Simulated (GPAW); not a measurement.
**Run report: C₂H₃Al, geometry relaxation (part 3 of 5)**

C₂H₃Al; C09-vdW/real-space grid, scalar-relativistic datasets (GPAW 26.7.0). The atoms were displaced at random from an optimised geometry.

Geometry of the input (Å):
```
C  0.0000  0.0000  0.0000
C  1.5443  0.0000  0.0000
Al 0.7287  1.7300  0.0000
H  -0.6107  -0.9756  -0.0064
H  2.0077  -0.9773  -0.0682
H  0.7831  3.3881  0.0511
```

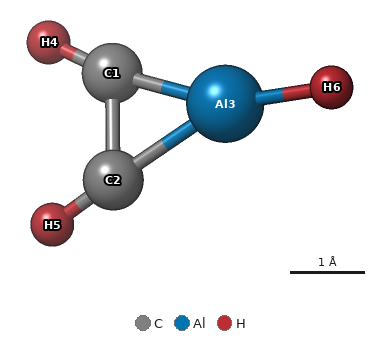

**Figure 1.** The structure as given in the input (ball-and-stick view, seen at a tilt; atoms are numbered from 1 in the order of the input). Sticks mark near contacts.

### The program's output, continued
```
Fermi level: -3.446
Eigenvalues  # (at kpt = [0.000, 0.000, 0.000])
| band index |      eig [eV] | occ [0-2] |
|------------|---------------|-----------|
|          0 |       -18.496 |     2.000 |
|          1 |       -12.663 |     2.000 |
|          2 |       -11.489 |     2.000 |
|          3 |        -9.264 |     2.000 |
|          4 |        -7.122 |     2.000 |
|          5 |        -7.112 |     2.000 |
|          6 |        -5.335 |     2.000 |
|          7 |        -1.557 |     0.000 |
|          8 |        -1.170 |     0.000 |
|          9 |        -1.074 |     0.000 |
|         10 |        -0.665 |     0.000 |
|         11 |         0.076 |     0.000 |
|         12 |         0.210 |     0.000 |

Gap: 3.779 eV
Transition (v -> c):
  (s=0, k=0, n=6, [0.00, 0.00, 0.00]) -> (s=0, k=0, n=7, [0.00, 0.00, 0.00])
No difference between direct/indirect transitions
vacuum-level: 0.000  # V

Forces  # eV/Ang
|        x |        y |        z |
|----------|----------|----------|
|  0.00323 |  0.04905 |  0.02754 |  # C    0
| -0.02683 | -0.01424 | -0.00731 |  # C    1
| -0.05812 | -0.00630 |  0.00006 |  # Al   2
|  0.00245 |  0.01322 | -0.00231 |  # H    3
|  0.06227 | -0.06001 | -0.00466 |  # H    4
| -0.00517 | -0.00634 |  0.00923 |  # H    5

Force computation time: 0.067  # s
LBFGS:   12 00:09:48      -17.663210        0.086609
         .----------------------------.
        /|                            |
       / |                            |
      /  |                            |
     /   |                            |
    /    |                            |
   /     |                            |
  /      |                            |
 *       |           H                |
 |       |          Al                |
 |       |       C   C                |
 |       .-----H------H---------------.
 |      /                            /
 |     /                            /
 |    /                            /
 |   /                            /
 |  /                            /
 | /                            /
 |/                            /
 *----------------------------*

Atoms  # Å, Bohr magnetons
|   | symbol |        x |        y |        z |    initial magnetic moments |
|---|--------|----------|----------|----------|-----------------------------|
| 0 |      C | 5.155431 | 5.454582 | 4.568665 | ( 0.0000,  0.0000,  0.0000) |
| 1 |      C | 6.528564 | 5.442403 | 4.543244 | ( 0.0000,  0.0000,  0.0000) |
| 2 |     Al | 5.862893 | 7.187653 | 4.589513 | ( 0.0000,  0.0000,  0.0000) |
| 3 |      H | 4.475751 | 4.591594 | 4.565749 | ( 0.0000,  0.0000,  0.0000) |
| 4 |      H | 7.196055 | 4.572176 | 4.508183 | ( 0.0000,  0.0000,  0.0000) |
| 5 |      H | 5.883467 | 8.770847 | 4.616420 | ( 0.0000,  0.0000,  0.0000) |

Unit cell  # Å
| periodic |         x |         y |        z |   lengths |    angles |
|----------|-----------|-----------|----------|-----------|-----------|
|       no | 11.618400 |  0.000000 | 0.000000 | 11.618400 | 90.000000 |
|       no |  0.000000 | 13.365409 | 0.000000 | 13.365409 | 90.000000 |
|       no |  0.000000 |  0.000000 | 9.119249 |  9.119249 | 90.000000 |

Initialization done in: 3.368 s

convergence criteria:
- Maximum [total energy] change in last 3 cyles: 0.0005 eV / valence electron
- Maximum integral of absolute [dens]ity change: 0.0001 electrons / valence electron
- Maximum integral of absolute [eigenst]ate change: 4e-08 eV^2 / valence electron
maximum number of iterations: 150

SCF iterations
|iter     |     time |      energy | eigst |  dens |
|---------|----------|-------------|-------|-------|
|iter:   1| 00:09:52 |  -17.696362 | -2.74 |       |
|iter:   2| 00:09:56 |  -17.694711 | -3.89 | -2.86 |
|iter:   3| 00:10:00 |  -17.684594 | -3.95 | -2.91 |
|iter:   4| 00:10:04 |  -17.674234 | -4.54 | -3.20 |
|iter:   5| 00:10:09 |  -17.666272 | -5.04 | -3.56 |
|iter:   6| 00:10:13 |  -17.664611 | -5.92 | -4.13c|
|iter:   7| 00:10:18 |  -17.663577c| -6.90 | -4.52c|
|iter:   8| 00:10:27 |  -17.663511c| -7.55c| -5.11c|

Converged in 8 steps
SCF loop duration: 35.458 s (4.432 s/step)
Energy contributions relative to reference atoms: (reference = -8696.149983)

Energy contributions:
  Kinetic:          29.455287
  Coulomb:         -30.594780
  Zero:              0.213006
  External:          0.000000
  Xc:              -16.737024
  Entropy:           0.000000
  Spinorbit:         0.000000
  ----------------------------
  Free energy:     -17.663511
  Extrapolated:    -17.663511

dipole moment: (0.003866, 0.156549, 0.003332)  # |e|*Ang

Fermi level: -3.443
Eigenvalues  # (at kpt = [0.000, 0.000, 0.000])
| band index |      eig [eV] | occ [0-2] |
|------------|---------------|-----------|
|          0 |       -18.494 |     2.000 |
|          1 |       -12.668 |     2.000 |
|          2 |       -11.486 |     2.000 |
|          3 |        -9.262 |     2.000 |
|          4 |        -7.122 |     2.000 |
|          5 |        -7.116 |     2.000 |
|          6 |        -5.330 |     2.000 |
|          7 |        -1.556 |     0.000 |
|          8 |        -1.173 |     0.000 |
|          9 |        -1.077 |     0.000 |
|         10 |        -0.664 |     0.000 |
|         11 |         0.076 |     0.000 |
|         12 |         0.211 |     0.000 |

Gap: 3.774 eV
Transition (v -> c):
  (s=0, k=0, n=6, [0.00, 0.00, 0.00]) -> (s=0, k=0, n=7, [0.00, 0.00, 0.00])
No difference between direct/indirect transitions
vacuum-level: 0.000  # V

Forces  # eV/Ang
|        x |        y |        z |
|----------|----------|----------|
|  0.01860 |  0.02010 |  0.02376 |  # C    0
| -0.01742 |  0.01332 | -0.00946 |  # C    1
| -0.02739 |  0.01351 |  0.00013 |  # Al   2
| -0.01417 | -0.00329 | -0.00223 |  # H    3
|  0.01679 | -0.04124 | -0.00366 |  # H    4
| -0.00769 | -0.02573 |  0.00874 |  # H    5

Force computation time: 0.065  # s
LBFGS:   13 00:10:27      -17.663511        0.044676
         .----------------------------.
        /|                            |
       / |                            |
      /  |                            |
     /   |                            |
    /    |                            |
   /     |                            |
  /      |                            |
 *       |           H                |
 |       |          Al                |
 |       |       C   C                |
 |       .-----H------H---------------.
 |      /                            /
 |     /                            /
 |    /                            /
 |   /                            /
 |  /                            /
 | /                            /
 |/                            /
 *----------------------------*

Atoms  # Å, Bohr magnetons
|   | symbol |        x |        y |        z |    initial magnetic moments |
|---|--------|----------|----------|----------|-----------------------------|
| 0 |      C | 5.155311 | 5.454888 | 4.569260 | ( 0.0000,  0.0000,  0.0000) |
| 1 |      C | 6.528390 | 5.441808 | 4.543017 | ( 0.0000,  0.0000,  0.0000) |
| 2 |     Al | 5.861877 | 7.187588 | 4.589639 | ( 0.0000,  0.0000,  0.0000) |
| 3 |      H | 4.475043 | 4.592258 | 4.565772 | ( 0.0000,  0.0000,  0.0000) |
| 4 |      H | 7.197418 | 4.571541 | 4.508027 | ( 0.0000,  0.0000,  0.0000) |
| 5 |      H | 5.883212 | 8.770417 | 4.616682 | ( 0.0000,  0.0000,  0.0000) |

Unit cell  # Å
| periodic |         x |         y |        z |   lengths |    angles |
|----------|-----------|-----------|----------|-----------|-----------|
|       no | 11.618400 |  0.000000 | 0.000000 | 11.618400 | 90.000000 |
|       no |  0.000000 | 13.365409 | 0.000000 | 13.365409 | 90.000000 |
|       no |  0.000000 |  0.000000 | 9.119249 |  9.119249 | 90.000000 |

Initialization done in: 3.500 s

convergence criteria:
- Maximum [total energy] change in last 3 cyles: 0.0005 eV / valence electron
- Maximum integral of absolute [dens]ity change: 0.0001 electrons / valence electron
- Maximum integral of absolute [eigenst]ate change: 4e-08 eV^2 / valence electron
maximum number of iterations: 150

SCF iterations
|iter     |     time |      energy | eigst |  dens |
|---------|----------|-------------|-------|-------|
|iter:   1| 00:10:31 |  -17.676503 | -3.63 |       |
|iter:   2| 00:10:35 |  -17.675853 | -4.77 | -3.24 |
|iter:   3| 00:10:39 |  -17.671964c| -4.64 | -3.29 |
|iter:   4| 00:10:43 |  -17.668136 | -5.28 | -3.62 |
|iter:   5| 00:10:47 |  -17.664974c| -5.85 | -3.98 |
|iter:   6| 00:10:51 |  -17.663899c| -6.66 | -4.51c|
|iter:   7| 00:10:56 |  -17.663690c| -7.45c| -4.99c|

Converged in 7 steps
SCF loop duration: 25.513 s (3.645 s/step)
Energy contributions relative to reference atoms: (reference = -8696.149983)

Energy contributions:
  Kinetic:          29.424804
  Coulomb:         -30.573147
  Zero:              0.212983
  External:          0.000000
  Xc:              -16.728330
  Entropy:           0.000000
  Spinorbit:         0.000000
  ----------------------------
  Free energy:     -17.663690
  Extrapolated:    -17.663690

dipole moment: (0.003002, 0.156886, 0.003202)  # |e|*Ang

Fermi level: -3.442
Eigenvalues  # (at kpt = [0.000, 0.000, 0.000])
| band index |      eig [eV] | occ [0-2] |
|------------|---------------|-----------|
|          0 |       -18.493 |     2.000 |
|          1 |       -12.666 |     2.000 |
|          2 |       -11.483 |     2.000 |
|          3 |        -9.263 |     2.000 |
|          4 |        -7.122 |     2.000 |
|          5 |        -7.118 |     2.000 |
|          6 |        -5.329 |     2.000 |
|          7 |        -1.556 |     0.000 |
|          8 |        -1.173 |     0.000 |
|          9 |        -1.077 |     0.000 |
|         10 |        -0.665 |     0.000 |
|         11 |         0.076 |     0.000 |
|         12 |         0.211 |     0.000 |

Gap: 3.773 eV
Transition (v -> c):
  (s=0, k=0, n=6, [0.00, 0.00, 0.00]) -> (s=0, k=0, n=7, [0.00, 0.00, 0.00])
No difference between direct/indirect transitions
vacuum-level: 0.000  # V

Forces  # eV/Ang
|        x |        y |        z |
|----------|----------|----------|
|  0.01331 | -0.00189 |  0.01811 |  # C    0
| -0.00262 |  0.01243 | -0.00719 |  # C    1
| -0.01330 |  0.00820 |  0.00051 |  # Al   2
| -0.01469 | -0.00094 | -0.00013 |  # H    3
| -0.00849 | -0.02060 | -0.00426 |  # H    4
| -0.00867 | -0.02124 |  0.00855 |  # H    5

Force computation time: 0.066  # s
LBFGS:   14 00:10:56      -17.663690        0.024481
         .----------------------------.
        /|                            |
       / |                            |
      /  |                            |
     /   |                            |
    /    |                            |
   /     |                            |
  /      |                            |
 *       |           H                |
 |       |          Al                |
 |       |       C   C                |
 |       .-----H------H---------------.
 |      /                            /
 |     /                            /
 |    /                            /
 |   /                            /
 |  /                            /
 | /                            /
 |/                            /
 *----------------------------*

Atoms  # Å, Bohr magnetons
|   | symbol |        x |        y |        z |    initial magnetic moments |
|---|--------|----------|----------|----------|-----------------------------|
| 0 |      C | 5.155419 | 5.455068 | 4.569922 | ( 0.0000,  0.0000,  0.0000) |
| 1 |      C | 6.528424 | 5.441800 | 4.542783 | ( 0.0000,  0.0000,  0.0000) |
| 2 |     Al | 5.861085 | 7.187806 | 4.589641 | ( 0.0000,  0.0000,  0.0000) |
| 3 |      H | 4.474815 | 4.592420 | 4.565746 | ( 0.0000,  0.0000,  0.0000) |
| 4 |      H | 7.197516 | 4.570701 | 4.507889 | ( 0.0000,  0.0000,  0.0000) |
| 5 |      H | 5.882963 | 8.769923 | 4.616970 | ( 0.0000,  0.0000,  0.0000) |

Unit cell  # Å
| periodic |         x |         y |        z |   lengths |    angles |
|----------|-----------|-----------|----------|-----------|-----------|
|       no | 11.618400 |  0.000000 | 0.000000 | 11.618400 | 90.000000 |
|       no |  0.000000 | 13.365409 | 0.000000 | 13.365409 | 90.000000 |
|       no |  0.000000 |  0.000000 | 9.119249 |  9.119249 | 90.000000 |

Initialization done in: 3.949 s

convergence criteria:
- Maximum [total energy] change in last 3 cyles: 0.0005 eV / valence electron
- Maximum integral of absolute [dens]ity change: 0.0001 electrons / valence electron
- Maximum integral of absolute [eigenst]ate change: 4e-08 eV^2 / valence electron
maximum number of iterations: 150

SCF iterations
|iter     |     time |      energy | eigst |  dens |
|---------|----------|-------------|-------|-------|
|iter:   1| 00:11:01 |  -17.670420c| -3.95 |       |
|iter:   2| 00:11:05 |  -17.670077c| -5.07 | -3.41 |
|iter:   3| 00:11:09 |  -17.667948c| -4.93 | -3.45 |
|iter:   4| 00:11:14 |  -17.665902c| -5.40 | -3.81 |
|iter:   5| 00:11:19 |  -17.664569c| -6.19 | -4.17c|
|iter:   6| 00:11:24 |  -17.663893c| -7.02 | -4.55c|
|iter:   7| 00:11:29 |  -17.663668c| -7.70c| -5.00c|

Converged in 7 steps
SCF loop duration: 28.739 s (4.106 s/step)
Energy contributions relative to reference atoms: (reference = -8696.149983)

Energy contributions:
  Kinetic:          29.406475
  Coulomb:         -30.560117
  Zero:              0.212973
  External:          0.000000
  Xc:              -16.723000
  Entropy:           0.000000
  Spinorbit:         0.000000
  ----------------------------
  Free energy:     -17.663668
  Extrapolated:    -17.663668

dipole moment: (0.002191, 0.157353, 0.002898)  # |e|*Ang

Fermi level: -3.442
Eigenvalues  # (at kpt = [0.000, 0.000, 0.000])
| band index |      eig [eV] | occ [0-2] |
|------------|---------------|-----------|
|          0 |       -18.493 |     2.000 |
|          1 |       -12.663 |     2.000 |
|          2 |       -11.481 |     2.000 |
|          3 |        -9.265 |     2.000 |
|          4 |        -7.122 |     2.000 |
|          5 |        -7.117 |     2.000 |
|          6 |        -5.328 |     2.000 |
|          7 |        -1.556 |     0.000 |
|          8 |        -1.172 |     0.000 |
|          9 |        -1.076 |     0.000 |
|         10 |        -0.665 |     0.000 |
|         11 |         0.076 |     0.000 |
|         12 |         0.210 |     0.000 |

Gap: 3.772 eV
Transition (v -> c):
  (s=0, k=0, n=6, [0.00, 0.00, 0.00]) -> (s=0, k=0, n=7, [0.00, 0.00, 0.00])
No difference between direct/indirect transitions
vacuum-level: 0.000  # V

Forces  # eV/Ang
|        x |        y |        z |
|----------|----------|----------|
|  0.00419 | -0.01404 |  0.01144 |  # C    0
|  0.00683 |  0.00416 | -0.00362 |  # C    1
| -0.00550 | -0.00387 |  0.00131 |  # Al   2
| -0.01085 |  0.00451 |  0.00255 |  # H    3
| -0.02126 | -0.00380 | -0.00527 |  # H    4
| -0.00899 | -0.01215 |  0.00823 |  # H    5

Force computation time: 0.088  # s
LBFGS:   15 00:11:29      -17.663668        0.022229
         .----------------------------.
        /|                            |
       / |                            |
      /  |                            |
     /   |                            |
    /    |                            |
   /     |                            |
  /      |                            |
 *       |           H                |
 |       |          Al                |
 |       |       C   C                |
 |       .-----H------H---------------.
 |      /                            /
 |     /                            /
 |    /                            /
 |   /                            /
 |  /                            /
 | /                            /
 |/                            /
 *----------------------------*

Atoms  # Å, Bohr magnetons
|   | symbol |        x |        y |        z |    initial magnetic moments |
|---|--------|----------|----------|----------|-----------------------------|
| 0 |      C | 5.155632 | 5.454924 | 4.570650 | ( 0.0000,  0.0000,  0.0000) |
| 1 |      C | 6.528588 | 5.441893 | 4.542563 | ( 0.0000,  0.0000,  0.0000) |
| 2 |     Al | 5.860341 | 7.187888 | 4.589658 | ( 0.0000,  0.0000,  0.0000) |
| 3 |      H | 4.474396 | 4.592581 | 4.565785 | ( 0.0000,  0.0000,  0.0000) |
| 4 |      H | 7.197160 | 4.569920 | 4.507661 | ( 0.0000,  0.0000,  0.0000) |
| 5 |      H | 5.882592 | 8.769392 | 4.617363 | ( 0.0000,  0.0000,  0.0000) |

Unit cell  # Å
| periodic |         x |         y |        z |   lengths |    angles |
|----------|-----------|-----------|----------|-----------|-----------|
|       no | 11.618400 |  0.000000 | 0.000000 | 11.618400 | 90.000000 |
|       no |  0.000000 | 13.365409 | 0.000000 | 13.365409 | 90.000000 |
|       no |  0.000000 |  0.000000 | 9.119249 |  9.119249 | 90.000000 |

Initialization done in: 4.139 s
```
